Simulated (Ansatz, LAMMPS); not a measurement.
# Static equation of state of Ga2O3 with crystalline order left by the classical run (95 atoms)

Density of this cell: 5.64 g/cm³. The cell holds 95 atoms: 38 Ga and 57 O. Its edges and angles: a = 9.891 Å, b = 10.545 Å, c = 10.109 Å, α = 86.1°, β = 92.6°, γ = 87.0°. The starting structure: 95 atoms (38 Fe, 57 O) placed at random at 4.7 g/cm³, melted at 5000 K for 10 ps at fixed volume with the Morse and Coulomb pair potential with partial charges (Pedone, Malavasi, Menziani, Cormack and Segre, J. Phys. Chem. B 110, 11780 (2006)). Quenched from 5000 K to 300 K at 50 K/ps and fixed volume, held 5 ps, then minimised at fixed cell. Then Fe was replaced by Ga and the cell scaled by 1.003 (the potential has no terms for the new elements, so the cell is a start for a DFT relaxation).

Calculated with Ansatz 0.2.0: Kohn-Sham DFT, PBE, PAW (set soft_1), plane waves; cutoff 420 eV, Γ point, fixed occupations. Cell and atoms were relaxed first, to V0 = 11.044 Å³ an atom at a residual P0 = 0.005 GPa. The cell was then scaled evenly, and the atoms were relaxed at each volume.

| volume (Å³/atom) | pressure (GPa) |
| --- | --- |
| 9.9399 | ? |
| 10.382 | 8.132 |
| 10.713 | 3.677 |
| 11.376 | -3.115 |
| 11.707 | -4.524 |

**Question.** Fit the third-order Birch–Murnaghan equation to the rows given and extrapolate to the withheld row.

Worked fit:

Take the Eulerian strain f = ½[(V0/V)^(2/3) − 1] and the normalised pressure F = (P − P0) / [3f(1 + 2f)^(5/2)]. The third-order Birch–Murnaghan equation is then the line F = B0 + (3/2)B0(B′ − 4) f, so u = f and v = F.

```
      u = f  v = F (GPa)
  0.0210564      116.046
  0.0102571      113.412
-0.00975657      111.983
 -0.0190505      87.3319
```

With n = 4: mean u = 6.2662e-4, mean v = 107.193, Σ(u − ū)² = 0.0010051, Σ(u − ū)(v − v̄) = 0.58182. Slope b = 0.58182 / 0.0010051 = 578.86; intercept a = v̄ − b ū = 106.83.

So B0 = a = 107 GPa and B′ = 4 + 2b/(3a) = 7.61. At the withheld volume f = 0.03638, F = a + b f = 127.9 GPa, and P = P0 + 3f(1 + 2f)^(5/2) F.

Prediction at 9.9399: 16.64 GPa. The run gave 15.59 GPa, so the fit is high by 1.0 GPa (6.7 % of the value).

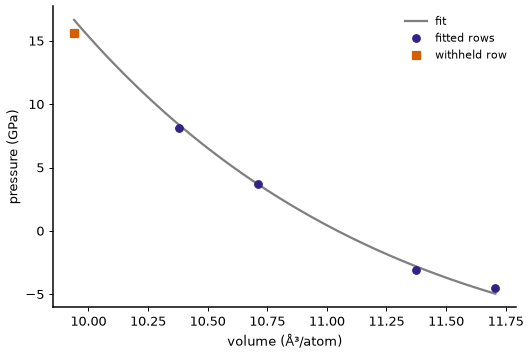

The fit, the rows that it rests on and the withheld row.

The series isn't one smooth equation of state: even a line fitted to all rows, the withheld one included, misses F by up to 11.3 %, the count of bonds changes along the series and an atom moves over 0.5 Å in some relaxation. B0 and B′ are then only the numbers of this fit, not moduli of the material. Among the rows given, the largest miss of the fit is at 11.707, by 0.44 GPa (2.2 % of the range of the table).

Limits: Static cells at zero temperature; the cell shape is held. The program notes that the SCF threshold of these relaxations is loose for the stress. The quench rate of 50 K/ps is many orders above laboratory rates, so the cell is likely richer in defects and strain than a real sample. The network of bonds at the start is that of the classical potential that made the cell, and needn't be the one that DFT or experiment would give. Only the Γ point is sampled, in a cell whose shortest periodic width is 10 Å.

[Logs are printed without paths, hosts, clocks, repeated set-up lines and the standing remarks that a program may print on its own settings, such as how far it seeks lower states.]

[Hosts, paths, dates, database ids (printed as entryN), source tags and the programs' standing remarks are cut or masked in the printed files.]
